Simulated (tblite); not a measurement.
# C5H12OSi2: geometry relaxation (part 1 of 2)

The run: geometry relaxation of C5H12OSi2. Method and program: GFN2-xTB geometry optimisation, gas phase (tblite 0.8.0).

It belongs to a series of runs on one base structure; here: ring closed by a new Si-Si bond.

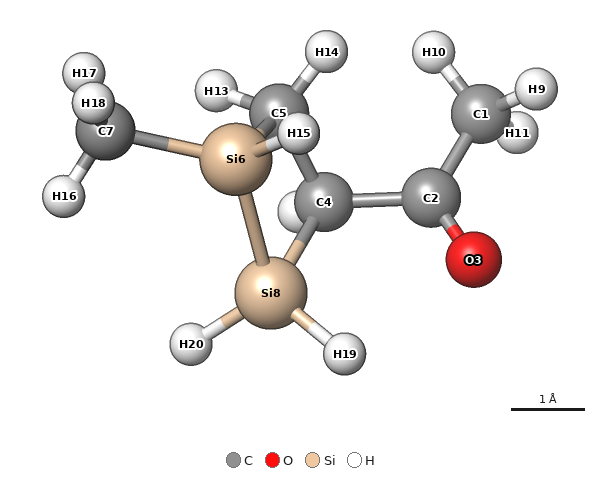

**Figure 1.** The input geometry (ball-and-stick view, seen at a tilt; atoms are numbered from 1 in the order of the input). Bond lengths as drawn: C–C 1.48 to 1.52 Å, C–H 1.09 to 1.12 Å, C–O 1.21 Å, C–Si 1.85 to 1.89 Å, H–Si 1.45 to 1.48 Å and Si–Si 2.20 Å.

Results in brief:

```csv
quantity,value
outcome,converged
total energy,−661.3041 eV
hardware,"1 CPU thread, shared host"
wall time,2.5 s
peak memory,0.18 GiB
```

Input file:
```
{"job": {"kind": "relax", "xc": "GFN2-xTB", "basis": "xTB"}, "charge": 0, "multiplicity": 1}
C     -2.855000    -0.753900    -0.167000
C     -1.976900     0.429600    -0.301000
O     -2.280300     1.511200     0.140900
C     -0.661800     0.236000    -0.974400
C      0.156800    -0.800000    -0.217200
Si     1.351000     0.230300     0.756400
C      3.092800    -0.333800     0.413200
Si     0.490500     1.693200    -0.650200
H     -3.277600    -0.735700     0.867900
H     -2.323300    -1.702600    -0.259200
H     -3.686200    -0.743100    -0.900600
H     -0.741900    -0.014800    -2.045000
H      0.712300    -1.418000    -0.968700
H     -0.392200    -1.463400     0.453700
H      0.985200     0.368800     2.168100
H      3.576700     0.395200    -0.238500
H      3.085800    -1.346200    -0.041100
H      3.648900    -0.389500     1.380900
H     -0.187500     2.838000    -0.000600
H      1.277700     2.009500    -1.830300
```

The first line tells a small driver script what to run in tblite; the rest is the geometry in Å.

Run as:
```bash
OMP_NUM_THREADS=1 python <driver script> task.json out
```

Output:
```
step      E/eV     max force
  0    -660.35921    2.874
  1    -660.60859    0.920
  2    -660.67445    0.714
  3    -660.74427    0.797
  4    -660.80556    0.579
  5    -660.84098    0.500
  6    -660.86227    0.453
  7    -660.88005    0.468
  8    -660.89786    0.440
  9    -660.92187    0.413
 10    -660.93755    0.361
 11    -660.94889    0.223
 12    -660.95521    0.186
 13    -660.95963    0.171
 14    -660.96338    0.180
 15    -660.96781    0.208
 16    -660.97307    0.244
 17    -660.97797    0.171
 18    -660.98133    0.118
 19    -660.98354    0.095
 20    -660.98543    0.110
 21    -660.98738    0.109
 22    -660.98938    0.127
 23    -660.99131    0.143
 24    -660.99305    0.102
 25    -660.99458    0.118
 26    -660.99592    0.103
 27    -660.99714    0.092
 28    -660.99834    0.097
 29    -660.99944    0.075
 30    -661.00034    0.080
 31    -661.00116    0.074
 32    -661.00214    0.100
 33    -661.00348    0.102
 34    -661.00518    0.121
 35    -661.00702    0.128
 36    -661.00890    0.105
 37    -661.01100    0.107
 38    -661.01348    0.114
 39    -661.01611    0.129
 40    -661.01826    0.117
 41    -661.01972    0.095
 42    -661.02097    0.079
 43    -661.02247    0.092
 44    -661.02454    0.102
 45    -661.02731    0.134
 46    -661.03052    0.186
 47    -661.03193    0.653
 48    -661.03757    0.191
 49    -661.04224    0.118
 50    -661.04941    0.191
 51    -661.05306    0.332
 52    -661.05636    0.154
 53    -661.05865    0.126
 54    -661.06111    0.118
 55    -661.06390    0.160
 56    -661.06767    0.165
 57    -661.07012    0.111
 58    -661.07214    0.118
 59    -661.07401    0.144
 60    -661.07754    0.162
 61    -661.08284    0.184
 62    -661.08857    0.155
 63    -661.09426    0.178
 64    -661.09929    0.188
 65    -661.10320    0.374
 66    -661.10843    0.187
 67    -661.11210    0.123
 68    -661.11481    0.108
 69    -661.11637    0.122
 70    -661.11958    0.127
 71    -661.12144    0.095
 72    -661.12284    0.075
 73    -661.12389    0.069
 74    -661.12539    0.085
 75    -661.12753    0.121
 76    -661.13053    0.132
 77    -661.13391    0.167
 78    -661.13722    0.154
 79    -661.14030    0.328
 80    -661.14434    0.239
 81    -661.15112    0.169
 82    -661.15957    0.237
 83    -661.16885    0.220
 84    -661.17509    0.223
 85    -661.18304    0.184
 86    -661.17321    0.666
 87    -661.19214    0.193
 88    -661.19622    0.182
 89    -661.20855    0.146
 90    -661.21252    0.218
 91    -661.22177    0.251
 92    -661.23004    0.172
 93    -661.23575    0.343
 94    -661.24090    0.420
 95    -661.24597    0.540
 96    -661.25186    0.341
 97    -661.25697    0.296
 98    -661.26312    0.178
 99    -661.26652    0.120
100    -661.26958    0.146
101    -661.27240    0.134
102    -661.27586    0.164
103    -661.28084    0.172
104    -661.28538    0.149
105    -661.28891    0.128
106    -661.29198    0.105
107    -661.29382    0.086
108    -661.29522    0.083
109    -661.29630    0.078
110    -661.29722    0.061
111    -661.29797    0.071
112    -661.29849    0.054
113    -661.29899    0.047
114    -661.29964    0.045
115    -661.30016    0.074
116    -661.30085    0.068
117    -661.30124    0.043
118    -661.30140    0.039
119    -661.30145    0.025
120    -661.30150    0.019
121    -661.30156    0.015
122    -661.30162    0.021
123    -661.30170    0.017
124    -661.30178    0.016
125    -661.30187    0.016
126    -661.30195    0.024
127    -661.30203    0.027
128    -661.30211    0.021
129    -661.30218    0.019
130    -661.30227    0.022
131    -661.30238    0.025
132    -661.30250    0.026
133    -661.30263    0.024
134    -661.30273    0.021
135    -661.30281    0.018
136    -661.30289    0.020
137    -661.30295    0.021
138    -661.30301    0.019
139    -661.30306    0.021
140    -661.30312    0.026
141    -661.30320    0.022
142    -661.30329    0.022
143    -661.30338    0.018
144    -661.30346    0.017
145    -661.30354    0.017
146    -661.30359    0.019
147    -661.30364    0.018
148    -661.30368    0.013
149    -661.30372    0.013
150    -661.30375    0.011
151    -661.30377    0.012
152    -661.30378    0.014
153    -661.30380    0.017
154    -661.30383    0.018
155    -661.30386    0.019
156    -661.30390    0.015
157    -661.30393    0.014
158    -661.30396    0.014
159    -661.30400    0.018
160    -661.30404    0.020
161    -661.30407    0.015
162    -661.30409    0.006
```

Trajectory as extended XYZ (Å, eV, eV/Å), 11 of the 163 frames kept, from step=0 to step=162:
```
20
Properties=species:S:1:pos:R:3:forces:R:3 step=0 energy=-660.35921
C    -2.8550   -0.7539   -0.1670   -1.0200  -0.9490   0.8350
C    -1.9769    0.4296   -0.3010    0.2940   0.4600  -0.5970
O    -2.2803    1.5112    0.1409   -0.3240   0.1890   0.2100
C    -0.6618    0.2360   -0.9744   -0.1050  -0.0770  -0.5490
C     0.1568   -0.8000   -0.2172    0.1600  -2.1920  -0.6140
Si    1.3510    0.2303    0.7564    0.9090   0.2290   1.6930
C     3.0928   -0.3338    0.4132    0.9150  -0.7100   0.7180
Si    0.4905    1.6932   -0.6502   -0.5920   2.7870  -0.3800
H    -3.2776   -0.7357    0.8679   -0.0300   0.0280  -0.8190
H    -2.3233   -1.7026   -0.2592   -0.0530   0.1850  -0.2640
H    -3.6862   -0.7431   -0.9006    0.4700   0.1480   0.4680
H    -0.7419   -0.0148   -2.0450   -0.4540  -0.1420   0.4310
H     0.7123   -1.4180   -0.9687   -0.5240   0.0670   0.6690
H    -0.3922   -1.4634    0.4537   -0.2490  -0.2110  -0.5000
H     0.9852    0.3688    2.1681    0.0720  -0.2050   0.1230
H     3.5767    0.3952   -0.2385    0.1560  -0.4400   0.1320
H     3.0858   -1.3462   -0.0411    0.3040   0.7600   0.2340
H     3.6489   -0.3895    1.3809   -0.2080   0.0020  -0.9870
H    -0.1875    2.8380   -0.0006    0.2840  -0.1270  -0.5170
H     1.2777    2.0095   -1.8303   -0.0060   0.1990  -0.2850
20
Properties=species:S:1:pos:R:3:forces:R:3 step=16 energy=-660.97307
C    -2.8989   -0.7715   -0.1571   -0.0710  -0.0580  -0.0290
C    -1.9939    0.4320   -0.2825   -0.0610  -0.0120   0.0780
O    -2.3517    1.5164    0.1197    0.0450   0.0160   0.0050
C    -0.6583    0.2290   -0.9269   -0.0300   0.0660   0.0470
C     0.1736   -0.8651   -0.2043    0.0320   0.0560  -0.0140
Si    1.4035    0.2461    0.7921    0.1000  -0.1380  -0.0070
C     3.1905   -0.3503    0.4792    0.0600  -0.0060   0.0000
Si    0.4500    1.8027   -0.6378   -0.1290   0.1840  -0.0960
H    -3.3614   -0.7847    0.8296    0.0180   0.0120  -0.0650
H    -2.3813   -1.7071   -0.3384   -0.0010  -0.0110  -0.0240
H    -3.6941   -0.6710   -0.8943   -0.0460   0.0310  -0.0010
H    -0.8552   -0.0456   -1.9686    0.0180   0.0040   0.0540
H     0.6948   -1.4782   -0.9428   -0.0790  -0.0340   0.0790
H    -0.4420   -1.5325    0.4001    0.0870   0.0320  -0.0840
H     1.0913    0.2132    2.2295    0.0380  -0.0170   0.0340
H     3.7029    0.3262   -0.2005    0.0180  -0.0460   0.0450
H     3.1922   -1.3366    0.0183    0.0470   0.0710   0.0750
H     3.7788   -0.4068    1.3916   -0.0660   0.0180  -0.0610
H    -0.2049    3.0461   -0.2374   -0.0030  -0.0950   0.0070
H     1.1590    2.1484   -1.8823    0.0260  -0.0730  -0.0420
20
Properties=species:S:1:pos:R:3:forces:R:3 step=32 energy=-661.00214
C    -2.9445   -0.7670   -0.1958   -0.0220   0.0230  -0.0210
C    -2.0229    0.4311   -0.2476    0.0330  -0.0150   0.0930
O    -2.3626    1.5002    0.2069   -0.0060  -0.0100   0.0310
C    -0.6879    0.2421   -0.8971    0.0220  -0.0040  -0.0010
C     0.1680   -0.8499   -0.2005    0.0270  -0.0280   0.0100
Si    1.4523    0.2403    0.7504    0.0310   0.0120  -0.0010
C     3.2580   -0.3385    0.4954   -0.0100  -0.0110  -0.0090
Si    0.4325    1.8027   -0.6517    0.0050   0.0660  -0.0110
H    -3.4061   -0.8263    0.7889    0.0290  -0.0400  -0.0390
H    -2.4347   -1.6951   -0.4377   -0.0310   0.0360   0.0150
H    -3.7431   -0.6057   -0.9185   -0.0200   0.0020  -0.0230
H    -0.8964   -0.0320   -1.9345    0.0160  -0.0320  -0.0270
H     0.6457   -1.4832   -0.9478   -0.0220  -0.0370  -0.0100
H    -0.4279   -1.5055    0.4310   -0.0110  -0.0150   0.0100
H     1.1844    0.1840    2.1991   -0.0200   0.0220   0.0050
H     3.8044    0.3067   -0.1866   -0.0540   0.0090   0.0120
H     3.2890   -1.3429    0.0823    0.0270   0.0030   0.0300
H     3.8018   -0.3503    1.4358   -0.0280   0.0050  -0.0390
H    -0.2461    3.0324   -0.2609    0.0460  -0.0230  -0.0230
H     1.1307    2.0677   -1.9238   -0.0130   0.0360  -0.0040
20
Properties=species:S:1:pos:R:3:forces:R:3 step=49 energy=-661.04224
C    -2.9844   -0.7305   -0.2940   -0.0590  -0.0150   0.0250
C    -1.9705    0.3798   -0.1334   -0.0660  -0.0180  -0.0290
O    -2.1855    1.3296    0.5844    0.1170   0.0050   0.0150
C    -0.6911    0.2113   -0.8877   -0.0660  -0.0130   0.0030
C     0.1600   -0.8744   -0.1587   -0.0620  -0.0170  -0.0940
Si    1.4759    0.2408    0.7077   -0.0920   0.0320   0.0640
C     3.2880   -0.3096    0.5030    0.0250   0.0120   0.0020
Si    0.4397    1.7703   -0.7121    0.0540   0.0730   0.0660
H    -3.4668   -0.9158    0.6640    0.0010  -0.0610  -0.0150
H    -2.5308   -1.6400   -0.6800   -0.0410   0.0350   0.0330
H    -3.7611   -0.4045   -0.9853    0.0490   0.0370  -0.0360
H    -0.9410   -0.0946   -1.9070    0.0300  -0.0660   0.0210
H     0.5794   -1.5729   -0.8815    0.0450   0.0090  -0.0510
H    -0.4492   -1.4742    0.5189    0.0290   0.0480   0.0150
H     1.1817    0.2649    2.1499    0.0160   0.0170   0.0530
H     3.8003    0.2945   -0.2374    0.0260   0.0030  -0.0390
H     3.3824   -1.3473    0.2008   -0.0320  -0.0200   0.0110
H     3.8150   -0.1892    1.4428    0.0580  -0.0100   0.0060
H    -0.1902    3.0133   -0.2823   -0.0490  -0.0330  -0.0160
H     1.0430    2.0593   -2.0245    0.0180  -0.0180  -0.0340
20
Properties=species:S:1:pos:R:3:forces:R:3 step=65 energy=-661.10320
C    -3.0527   -0.6144   -0.3728   -0.0240   0.0980   0.0280
C    -1.8617    0.2424   -0.0123   -0.0570   0.1880   0.1830
O    -1.8370    0.9562    0.9740   -0.0220  -0.2320  -0.2930
C    -0.6716    0.1309   -0.8943    0.0560  -0.1910   0.1110
C     0.2426   -0.8917   -0.1483    0.0940  -0.0040   0.0480
Si    1.4533    0.3088    0.7703   -0.0930   0.0370   0.1150
C     3.2539   -0.2625    0.5177    0.0710  -0.0350  -0.0810
Si    0.3726    1.7493   -0.7237    0.0130   0.0540   0.1050
H    -3.6433   -0.8538    0.5085    0.0160   0.0280   0.0250
H    -2.7290   -1.5275   -0.8670   -0.0500   0.0360  -0.0060
H    -3.6850   -0.0438   -1.0555    0.0600  -0.0630  -0.0140
H    -0.9296   -0.2284   -1.8900   -0.1010   0.0170  -0.0060
H     0.7404   -1.5508   -0.8668   -0.0700   0.1000   0.0930
H    -0.3404   -1.5317    0.5205    0.0570  -0.0050  -0.1210
H     1.2328    0.3762    2.2262   -0.0750  -0.0140  -0.0710
H     3.6732    0.2056   -0.3654    0.0910  -0.0360  -0.0620
H     3.2900   -1.3375    0.3726    0.0450  -0.0410  -0.0410
H     3.9104   -0.0340    1.3502   -0.1020   0.1070   0.0390
H    -0.4557    2.9248   -0.4376    0.0780  -0.0850  -0.0220
H     1.0317    1.9925   -2.0190    0.0140   0.0400  -0.0320
```
